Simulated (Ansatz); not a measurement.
## Molecular dynamics of CH7Al (part 2 of 3)

CH7Al; RKS PBE/cc-pVDZ (Ansatz 0.2.0). It belongs to a series of runs on one base structure; here: dynamics from the highest image of the converged band.

Geometry of the input (Å):
```
Al -0.0428  -0.2748  0.0604
C  -0.0257  -0.0706  2.2312
H  -0.9940  -0.1874  2.7569
H  0.7901  -0.5024  2.8459
H  0.1818  1.0213  2.1697
H  1.4301  -0.0561  -0.5097
H  -1.4601  0.2029  -0.4908
H  -0.1846  -1.9678  0.5354
H  -0.1230  -1.3086  1.3866
```

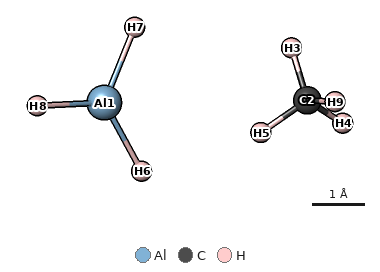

The geometry at step 149 of the log (ball-and-stick view, seen at a tilt; atoms are numbered from 1 in the order of the input).

### Output, continued
```
md step    98: t =    49.00 fs  T =  1144.6 K  F+E_penalty+E_count = -7740.97688674 eV  E_kin = 1.035699 eV  conserved = -7739.94118724 eV  (25 SCF iters)
md step    99: t =    49.50 fs  T =  1151.3 K  F+E_penalty+E_count = -7740.98285415 eV  E_kin = 1.041693 eV  conserved = -7739.94116070 eV  (24 SCF iters)
md step   100: t =    50.00 fs  T =  1157.7 K  F+E_penalty+E_count = -7740.98868716 eV  E_kin = 1.047530 eV  conserved = -7739.94115759 eV  (25 SCF iters)
md step   101: t =    50.50 fs  T =  1164.0 K  F+E_penalty+E_count = -7740.99437573 eV  E_kin = 1.053195 eV  conserved = -7739.94118121 eV  (25 SCF iters)
md step   102: t =    51.00 fs  T =  1169.6 K  F+E_penalty+E_count = -7740.99949809 eV  E_kin = 1.058277 eV  conserved = -7739.94122153 eV  (25 SCF iters)
md step   103: t =    51.50 fs  T =  1173.8 K  F+E_penalty+E_count = -7741.00337633 eV  E_kin = 1.062117 eV  conserved = -7739.94125924 eV  (25 SCF iters)
md step   104: t =    52.00 fs  T =  1176.0 K  F+E_penalty+E_count = -7741.00537305 eV  E_kin = 1.064099 eV  conserved = -7739.94127443 eV  (25 SCF iters)
md step   105: t =    52.50 fs  T =  1175.9 K  F+E_penalty+E_count = -7741.00519515 eV  E_kin = 1.063938 eV  conserved = -7739.94125698 eV  (25 SCF iters)
md step   106: t =    53.00 fs  T =  1173.5 K  F+E_penalty+E_count = -7741.00304855 eV  E_kin = 1.061836 eV  conserved = -7739.94121301 eV  (25 SCF iters)
md step   107: t =    53.50 fs  T =  1169.7 K  F+E_penalty+E_count = -7740.99955054 eV  E_kin = 1.058388 eV  conserved = -7739.94116216 eV  (25 SCF iters)
md step   108: t =    54.00 fs  T =  1165.2 K  F+E_penalty+E_count = -7740.99544343 eV  E_kin = 1.054318 eV  conserved = -7739.94112537 eV  (25 SCF iters)
md step   109: t =    54.50 fs  T =  1160.6 K  F+E_penalty+E_count = -7740.99128700 eV  E_kin = 1.050175 eV  conserved = -7739.94111166 eV  (25 SCF iters)
md step   110: t =    55.00 fs  T =  1156.3 K  F+E_penalty+E_count = -7740.98731951 eV  E_kin = 1.046205 eV  conserved = -7739.94111487 eV  (25 SCF iters)
md step   111: t =    55.50 fs  T =  1152.1 K  F+E_penalty+E_count = -7740.98353357 eV  E_kin = 1.042410 eV  conserved = -7739.94112359 eV  (25 SCF iters)
md step   112: t =    56.00 fs  T =  1148.0 K  F+E_penalty+E_count = -7740.97982917 eV  E_kin = 1.038695 eV  conserved = -7739.94113400 eV  (24 SCF iters)
md step   113: t =    56.50 fs  T =  1143.8 K  F+E_penalty+E_count = -7740.97606515 eV  E_kin = 1.034913 eV  conserved = -7739.94115229 eV  (24 SCF iters)
md step   114: t =    57.00 fs  T =  1139.2 K  F+E_penalty+E_count = -7740.97197832 eV  E_kin = 1.030794 eV  conserved = -7739.94118405 eV  (24 SCF iters)
md step   115: t =    57.50 fs  T =  1133.8 K  F+E_penalty+E_count = -7740.96711720 eV  E_kin = 1.025895 eV  conserved = -7739.94122252 eV  (25 SCF iters)
md step   116: t =    58.00 fs  T =  1127.0 K  F+E_penalty+E_count = -7740.96095022 eV  E_kin = 1.019701 eV  conserved = -7739.94124902 eV  (23 SCF iters)
md step   117: t =    58.50 fs  T =  1118.3 K  F+E_penalty+E_count = -7740.95314294 eV  E_kin = 1.011898 eV  conserved = -7739.94124478 eV  (24 SCF iters)
md step   118: t =    59.00 fs  T =  1108.1 K  F+E_penalty+E_count = -7740.94383126 eV  E_kin = 1.002627 eV  conserved = -7739.94120413 eV  (24 SCF iters)
md step   119: t =    59.50 fs  T =  1097.0 K  F+E_penalty+E_count = -7740.93369951 eV  E_kin = 0.992561 eV  conserved = -7739.94113864 eV  (24 SCF iters)
md step   120: t =    60.00 fs  T =  1086.1 K  F+E_penalty+E_count = -7740.92380100 eV  E_kin = 0.982730 eV  conserved = -7739.94107080 eV  (24 SCF iters)
md step   121: t =    60.50 fs  T =  1076.7 K  F+E_penalty+E_count = -7740.91521165 eV  E_kin = 0.974188 eV  conserved = -7739.94102347 eV  (24 SCF iters)
md step   122: t =    61.00 fs  T =  1069.5 K  F+E_penalty+E_count = -7740.90868061 eV  E_kin = 0.967671 eV  conserved = -7739.94100970 eV  (24 SCF iters)
md step   123: t =    61.50 fs  T =  1064.7 K  F+E_penalty+E_count = -7740.90442638 eV  E_kin = 0.963398 eV  conserved = -7739.94102869 eV  (25 SCF iters)
md step   124: t =    62.00 fs  T =  1062.2 K  F+E_penalty+E_count = -7740.90214791 eV  E_kin = 0.961081 eV  conserved = -7739.94106712 eV  (24 SCF iters)
md step   125: t =    62.50 fs  T =  1061.1 K  F+E_penalty+E_count = -7740.90123038 eV  E_kin = 0.960125 eV  conserved = -7739.94110511 eV  (24 SCF iters)
md step   126: t =    63.00 fs  T =  1060.9 K  F+E_penalty+E_count = -7740.90105028 eV  E_kin = 0.959925 eV  conserved = -7739.94112554 eV  (24 SCF iters)
md step   127: t =    63.50 fs  T =  1061.1 K  F+E_penalty+E_count = -7740.90123981 eV  E_kin = 0.960117 eV  conserved = -7739.94112233 eV  (24 SCF iters)
md step   128: t =    64.00 fs  T =  1061.7 K  F+E_penalty+E_count = -7740.90178697 eV  E_kin = 0.960684 eV  conserved = -7739.94110307 eV  (25 SCF iters)
md step   129: t =    64.50 fs  T =  1063.0 K  F+E_penalty+E_count = -7740.90293405 eV  E_kin = 0.961851 eV  conserved = -7739.94108274 eV  (24 SCF iters)
md step   130: t =    65.00 fs  T =  1065.3 K  F+E_penalty+E_count = -7740.90496837 eV  E_kin = 0.963897 eV  conserved = -7739.94107120 eV  (25 SCF iters)
md step   131: t =    65.50 fs  T =  1068.7 K  F+E_penalty+E_count = -7740.90808543 eV  E_kin = 0.967021 eV  conserved = -7739.94106424 eV  (24 SCF iters)
md step   132: t =    66.00 fs  T =  1073.6 K  F+E_penalty+E_count = -7740.91244820 eV  E_kin = 0.971400 eV  conserved = -7739.94104814 eV  (24 SCF iters)
md step   133: t =    66.50 fs  T =  1080.2 K  F+E_penalty+E_count = -7740.91837273 eV  E_kin = 0.977357 eV  conserved = -7739.94101607 eV  (24 SCF iters)
md step   134: t =    67.00 fs  T =  1089.1 K  F+E_penalty+E_count = -7740.92640467 eV  E_kin = 0.985423 eV  conserved = -7739.94098160 eV  (25 SCF iters)
md step   135: t =    67.50 fs  T =  1100.9 K  F+E_penalty+E_count = -7740.93710148 eV  E_kin = 0.996128 eV  conserved = -7739.94097357 eV  (23 SCF iters)
md step   136: t =    68.00 fs  T =  1115.8 K  F+E_penalty+E_count = -7740.95060242 eV  E_kin = 1.009589 eV  conserved = -7739.94101382 eV  (25 SCF iters)
md step   137: t =    68.50 fs  T =  1133.1 K  F+E_penalty+E_count = -7740.96630804 eV  E_kin = 1.025211 eV  conserved = -7739.94109748 eV  (25 SCF iters)
md step   138: t =    69.00 fs  T =  1151.3 K  F+E_penalty+E_count = -7740.98295365 eV  E_kin = 1.041760 eV  conserved = -7739.94119374 eV  (25 SCF iters)
md step   139: t =    69.50 fs  T =  1169.1 K  F+E_penalty+E_count = -7740.99906712 eV  E_kin = 1.057801 eV  conserved = -7739.94126568 eV  (24 SCF iters)
md step   140: t =    70.00 fs  T =  1185.0 K  F+E_penalty+E_count = -7741.01352430 eV  E_kin = 1.072232 eV  conserved = -7739.94129215 eV  (25 SCF iters)
md step   141: t =    70.50 fs  T =  1198.7 K  F+E_penalty+E_count = -7741.02588075 eV  E_kin = 1.084605 eV  conserved = -7739.94127567 eV  (25 SCF iters)
md step   142: t =    71.00 fs  T =  1210.3 K  F+E_penalty+E_count = -7741.03634800 eV  E_kin = 1.095112 eV  conserved = -7739.94123624 eV  (24 SCF iters)
md step   143: t =    71.50 fs  T =  1220.5 K  F+E_penalty+E_count = -7741.04550021 eV  E_kin = 1.104302 eV  conserved = -7739.94119836 eV  (24 SCF iters)
md step   144: t =    72.00 fs  T =  1229.8 K  F+E_penalty+E_count = -7741.05390410 eV  E_kin = 1.112725 eV  conserved = -7739.94117949 eV  (25 SCF iters)
md step   145: t =    72.50 fs  T =  1238.5 K  F+E_penalty+E_count = -7741.06184497 eV  E_kin = 1.120660 eV  conserved = -7739.94118532 eV  (25 SCF iters)
md step   146: t =    73.00 fs  T =  1246.7 K  F+E_penalty+E_count = -7741.06923051 eV  E_kin = 1.128020 eV  conserved = -7739.94121052 eV  (25 SCF iters)
md step   147: t =    73.50 fs  T =  1253.8 K  F+E_penalty+E_count = -7741.07566284 eV  E_kin = 1.134419 eV  conserved = -7739.94124393 eV  (24 SCF iters)
md step   148: t =    74.00 fs  T =  1259.2 K  F+E_penalty+E_count = -7741.08060361 eV  E_kin = 1.139329 eV  conserved = -7739.94127504 eV  (25 SCF iters)
md step   149: t =    74.50 fs  T =  1262.4 K  F+E_penalty+E_count = -7741.08353459 eV  E_kin = 1.142236 eV  conserved = -7739.94129886 eV  (24 SCF iters)
md step   150: t =    75.00 fs  T =  1262.9 K  F+E_penalty+E_count = -7741.08404160 eV  E_kin = 1.142726 eV  conserved = -7739.94131600 eV  (25 SCF iters)
md step   151: t =    75.50 fs  T =  1260.5 K  F+E_penalty+E_count = -7741.08181940 eV  E_kin = 1.140492 eV  conserved = -7739.94132750 eV  (24 SCF iters)
md step   152: t =    76.00 fs  T =  1254.8 K  F+E_penalty+E_count = -7741.07667164 eV  E_kin = 1.135343 eV  conserved = -7739.94132842 eV  (25 SCF iters)
md step   153: t =    76.50 fs  T =  1245.9 K  F+E_penalty+E_count = -7741.06859697 eV  E_kin = 1.127291 eV  conserved = -7739.94130644 eV  (25 SCF iters)
md step   154: t =    77.00 fs  T =  1234.2 K  F+E_penalty+E_count = -7741.05796712 eV  E_kin = 1.116715 eV  conserved = -7739.94125170 eV  (24 SCF iters)
md step   155: t =    77.50 fs  T =  1220.7 K  F+E_penalty+E_count = -7741.04565464 eV  E_kin = 1.104484 eV  conserved = -7739.94117103 eV  (25 SCF iters)
md step   156: t =    78.00 fs  T =  1206.7 K  F+E_penalty+E_count = -7741.03291038 eV  E_kin = 1.091818 eV  conserved = -7739.94109266 eV  (24 SCF iters)
md step   157: t =    78.50 fs  T =  1193.5 K  F+E_penalty+E_count = -7741.02093375 eV  E_kin = 1.079882 eV  conserved = -7739.94105214 eV  (25 SCF iters)
md step   158: t =    79.00 fs  T =  1181.8 K  F+E_penalty+E_count = -7741.01034755 eV  E_kin = 1.069280 eV  conserved = -7739.94106751 eV  (26 SCF iters)
md step   159: t =    79.50 fs  T =  1171.3 K  F+E_penalty+E_count = -7741.00093543 eV  E_kin = 1.059811 eV  conserved = -7739.94112492 eV  (26 SCF iters)
md step   160: t =    80.00 fs  T =  1161.2 K  F+E_penalty+E_count = -7740.99184889 eV  E_kin = 1.050661 eV  conserved = -7739.94118746 eV  (26 SCF iters)
md step   161: t =    80.50 fs  T =  1150.4 K  F+E_penalty+E_count = -7740.98215519 eV  E_kin = 1.040936 eV  conserved = -7739.94121935 eV  (25 SCF iters)
md step   162: t =    81.00 fs  T =  1138.5 K  F+E_penalty+E_count = -7740.97137634 eV  E_kin = 1.030171 eV  conserved = -7739.94120543 eV  (25 SCF iters)
md step   163: t =    81.50 fs  T =  1125.7 K  F+E_penalty+E_count = -7740.95972851 eV  E_kin = 1.018575 eV  conserved = -7739.94115385 eV  (25 SCF iters)
md step   164: t =    82.00 fs  T =  1112.8 K  F+E_penalty+E_count = -7740.94800922 eV  E_kin = 1.006923 eV  conserved = -7739.94108611 eV  (25 SCF iters)
md step   165: t =    82.50 fs  T =  1101.1 K  F+E_penalty+E_count = -7740.93727654 eV  E_kin = 0.996253 eV  conserved = -7739.94102363 eV  (25 SCF iters)
md step   166: t =    83.00 fs  T =  1091.4 K  F+E_penalty+E_count = -7740.92851686 eV  E_kin = 0.987537 eV  conserved = -7739.94097963 eV  (26 SCF iters)
md step   167: t =    83.50 fs  T =  1084.7 K  F+E_penalty+E_count = -7740.92242810 eV  E_kin = 0.981470 eV  conserved = -7739.94095802 eV  (25 SCF iters)
md step   168: t =    84.00 fs  T =  1081.3 K  F+E_penalty+E_count = -7740.91934427 eV  E_kin = 0.978388 eV  conserved = -7739.94095668 eV  (25 SCF iters)
md step   169: t =    84.50 fs  T =  1081.2 K  F+E_penalty+E_count = -7740.91925704 eV  E_kin = 0.978285 eV  conserved = -7739.94097210 eV  (25 SCF iters)
md step   170: t =    85.00 fs  T =  1084.0 K  F+E_penalty+E_count = -7740.92186590 eV  E_kin = 0.980863 eV  conserved = -7739.94100287 eV  (25 SCF iters)
md step   171: t =    85.50 fs  T =  1089.2 K  F+E_penalty+E_count = -7740.92660634 eV  E_kin = 0.985557 eV  conserved = -7739.94104980 eV  (25 SCF iters)
md step   172: t =    86.00 fs  T =  1095.8 K  F+E_penalty+E_count = -7740.93265382 eV  E_kin = 0.991542 eV  conserved = -7739.94111210 eV  (25 SCF iters)
md step   173: t =    86.50 fs  T =  1102.7 K  F+E_penalty+E_count = -7740.93896029 eV  E_kin = 0.997779 eV  conserved = -7739.94118127 eV  (25 SCF iters)
md step   174: t =    87.00 fs  T =  1108.7 K  F+E_penalty+E_count = -7740.94440814 eV  E_kin = 1.003170 eV  conserved = -7739.94123780 eV  (24 SCF iters)
md step   175: t =    87.50 fs  T =  1112.8 K  F+E_penalty+E_count = -7740.94812070 eV  E_kin = 1.006864 eV  conserved = -7739.94125655 eV  (25 SCF iters)
md step   176: t =    88.00 fs  T =  1114.7 K  F+E_penalty+E_count = -7740.94984029 eV  E_kin = 1.008619 eV  conserved = -7739.94122134 eV  (24 SCF iters)
md step   177: t =    88.50 fs  T =  1115.2 K  F+E_penalty+E_count = -7740.95015621 eV  E_kin = 1.009016 eV  conserved = -7739.94114031 eV  (25 SCF iters)
md step   178: t =    89.00 fs  T =  1115.5 K  F+E_penalty+E_count = -7740.95036351 eV  E_kin = 1.009315 eV  conserved = -7739.94104803 eV  (26 SCF iters)
md step   179: t =    89.50 fs  T =  1117.3 K  F+E_penalty+E_count = -7740.95192910 eV  E_kin = 1.010940 eV  conserved = -7739.94098885 eV  (26 SCF iters)
md step   180: t =    90.00 fs  T =  1121.6 K  F+E_penalty+E_count = -7740.95582213 eV  E_kin = 1.014833 eV  conserved = -7739.94098933 eV  (26 SCF iters)
md step   181: t =    90.50 fs  T =  1128.5 K  F+E_penalty+E_count = -7740.96210414 eV  E_kin = 1.021061 eV  conserved = -7739.94104321 eV  (26 SCF iters)
md step   182: t =    91.00 fs  T =  1137.1 K  F+E_penalty+E_count = -7740.97000866 eV  E_kin = 1.028890 eV  conserved = -7739.94111843 eV  (26 SCF iters)
md step   183: t =    91.50 fs  T =  1146.3 K  F+E_penalty+E_count = -7740.97841117 eV  E_kin = 1.037232 eV  conserved = -7739.94117944 eV  (26 SCF iters)
md step   184: t =    92.00 fs  T =  1155.1 K  F+E_penalty+E_count = -7740.98636713 eV  E_kin = 1.045161 eV  conserved = -7739.94120601 eV  (25 SCF iters)
md step   185: t =    92.50 fs  T =  1162.9 K  F+E_penalty+E_count = -7740.99343608 eV  E_kin = 1.052238 eV  conserved = -7739.94119770 eV  (26 SCF iters)
md step   186: t =    93.00 fs  T =  1169.9 K  F+E_penalty+E_count = -7740.99971113 eV  E_kin = 1.058544 eV  conserved = -7739.94116683 eV  (25 SCF iters)
md step   187: t =    93.50 fs  T =  1176.5 K  F+E_penalty+E_count = -7741.00564616 eV  E_kin = 1.064517 eV  conserved = -7739.94112880 eV  (26 SCF iters)
md step   188: t =    94.00 fs  T =  1183.4 K  F+E_penalty+E_count = -7741.01182271 eV  E_kin = 1.070727 eV  conserved = -7739.94109591 eV  (26 SCF iters)
md step   189: t =    94.50 fs  T =  1191.0 K  F+E_penalty+E_count = -7741.01875365 eV  E_kin = 1.077678 eV  conserved = -7739.94107569 eV  (26 SCF iters)
md step   190: t =    95.00 fs  T =  1199.9 K  F+E_penalty+E_count = -7741.02675442 eV  E_kin = 1.085682 eV  conserved = -7739.94107227 eV  (26 SCF iters)
md step   191: t =    95.50 fs  T =  1209.9 K  F+E_penalty+E_count = -7741.03586814 eV  E_kin = 1.094780 eV  conserved = -7739.94108821 eV  (25 SCF iters)
md step   192: t =    96.00 fs  T =  1220.9 K  F+E_penalty+E_count = -7741.04581867 eV  E_kin = 1.104693 eV  conserved = -7739.94112550 eV  (26 SCF iters)
md step   193: t =    96.50 fs  T =  1232.1 K  F+E_penalty+E_count = -7741.05598079 eV  E_kin = 1.114797 eV  conserved = -7739.94118408 eV  (23 SCF iters)
md step   194: t =    97.00 fs  T =  1242.4 K  F+E_penalty+E_count = -7741.06538916 eV  E_kin = 1.124131 eV  conserved = -7739.94125837 eV  (24 SCF iters)
md step   195: t =    97.50 fs  T =  1250.5 K  F+E_penalty+E_count = -7741.07283683 eV  E_kin = 1.131503 eV  conserved = -7739.94133397 eV  (24 SCF iters)
md step   196: t =    98.00 fs  T =  1255.2 K  F+E_penalty+E_count = -7741.07710714 eV  E_kin = 1.135719 eV  conserved = -7739.94138851 eV  (25 SCF iters)
md step   197: t =    98.50 fs  T =  1255.4 K  F+E_penalty+E_count = -7741.07731808 eV  E_kin = 1.135918 eV  conserved = -7739.94139993 eV  (24 SCF iters)
md step   198: t =    99.00 fs  T =  1251.0 K  F+E_penalty+E_count = -7741.07325140 eV  E_kin = 1.131892 eV  conserved = -7739.94135981 eV  (24 SCF iters)
md step   199: t =    99.50 fs  T =  1242.4 K  F+E_penalty+E_count = -7741.06547024 eV  E_kin = 1.124187 eV  conserved = -7739.94128297 eV  (24 SCF iters)
these checks for a lower state are left out or cut short: starts, cluster_reference, orbital_swaps, neighbouring_geometries, increment
839 factors; their error is unknown
mean field -7741.05509176 eV, -284.4785275467 hartree, gradient 8.7e-6 eV, S^2 0.000000; 0 other end points of the search recorded, 0 dependent functions left out
the calculation of the forces begins
reference -7741.05513974 eV, -284.4785293100 hartree; 13, 13 occupied and 54, 54 virtual orbitals, 839 factors
839 factors; their error is unknown
mean field evaluation 1600: about -7741.0551 eV, gradient 7.3e-4 eV
mean field -7741.05509176 eV, -284.4785275467 hartree, gradient 8.5e-6 eV, S^2 0.000000; 1 other end points of the search recorded, 0 dependent functions left out
the calculation of the forces begins
reference -7741.05513974 eV, -284.4785293100 hartree; 13, 13 occupied and 54, 54 virtual orbitals, 839 factors
md step   200: t =   100.00 fs  T =  1231.1 K  F+E_penalty+E_count = -7741.05509176 eV  E_kin = 1.113889 eV  conserved = -7739.94120312 eV  (24 SCF iters)
```
